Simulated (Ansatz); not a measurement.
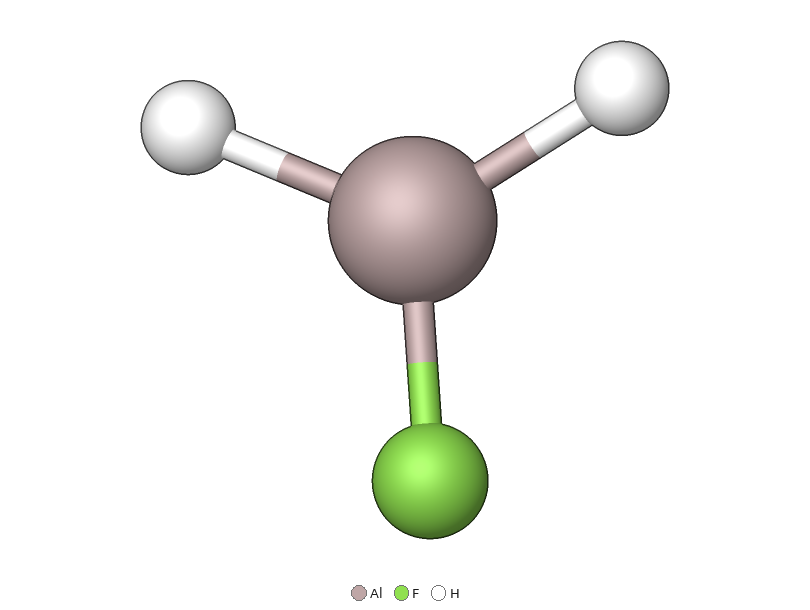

The picture shows a molecular structure as a ball-and-stick model.

The geometry was computed by an optimisation with PBE0-D4/def2-TZVP.

**Which formula does it have?**

AlFH₂, 4 atoms: 1 aluminium, 1 fluorine and 2 hydrogen.

**Which point group does it belong to?**

C2v.

**How many sets of symmetry-equivalent atoms are there?**

3: 1 Al, 1 F, 2 H.

**How many bonds of each kind are drawn?**

2 Al–H, 1 Al–F. Sticks follow a distance rule.

The parts below concern this one geometry. Atoms keep their numbers from picture to picture.

Geometry

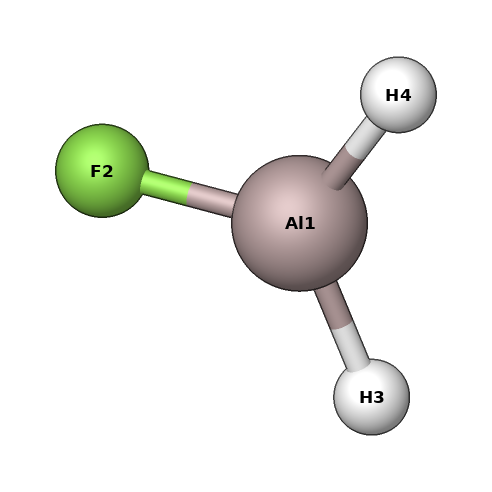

Atoms carry their numbers in the input.

**Describe the coordination of atom 1.**

Al1 has 3 neighbours (F2 at 1.65, H3 at 1.58, H4 at 1.58 Å); the arrangement is trigonal planar.

Charges

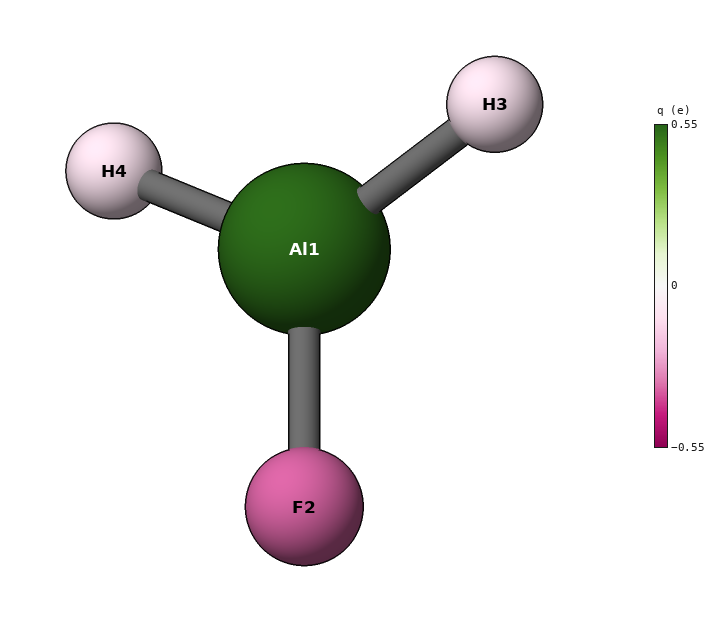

Atoms are coloured by their Mulliken charges. Method: RKS PBE0-D4/def2-TZVP (Ansatz 0.2.0).

Give the Mulliken charges atom by atom.

```tsv
atom	value (e)
Al1	0.53
F2	−0.35
H3	−0.09
H4	−0.09
```

Dipole moment

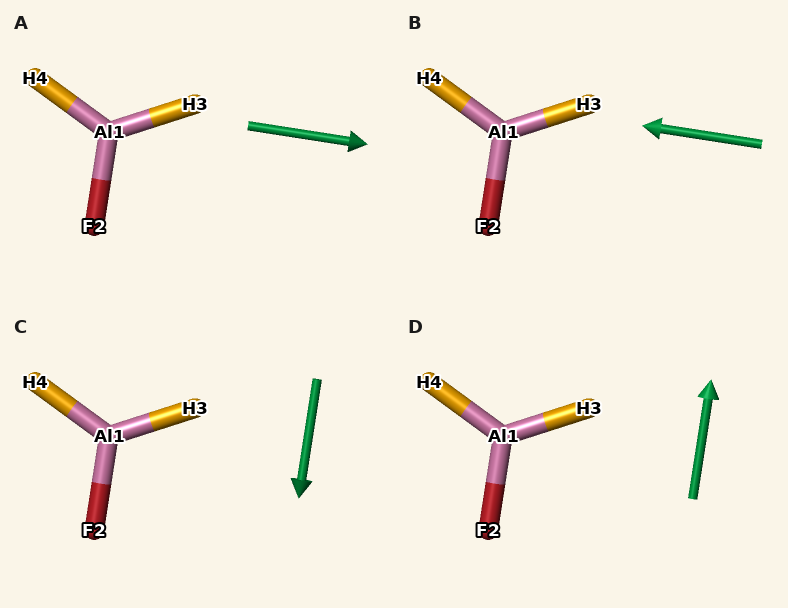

The same molecule four times, each with an arrow. Properties computed with RKS PBE0-D4/def2-TZVP (Ansatz 0.2.0).

**Which arrow points along the dipole moment, from the negative to the positive end?**

D. The dipole moment is 1.36 D; it points from the side of F2 to the side of H3, H4 (the outermost atoms at the two ends).

Vibrations

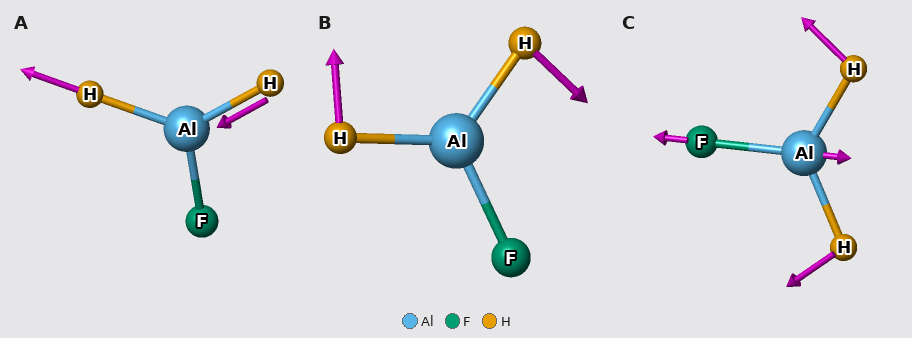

3 normal modes of one molecule or complex, as arrows. Harmonic vibrations computed with RKS PBE0-D4/def2-TZVP (Ansatz 0.2.0) at a stationary point of the same level.

**Match the panels to the wavenumbers 550 cm⁻¹, 846 cm⁻¹, 1976 cm⁻¹.**

A: 1976 cm⁻¹, out-of-phase stretching of 2 Al–H bonds
B: 550 cm⁻¹, F–Al–H bending
C: 846 cm⁻¹

Mulliken values depend strongly on the basis set and can even reverse the polarity of a bond.
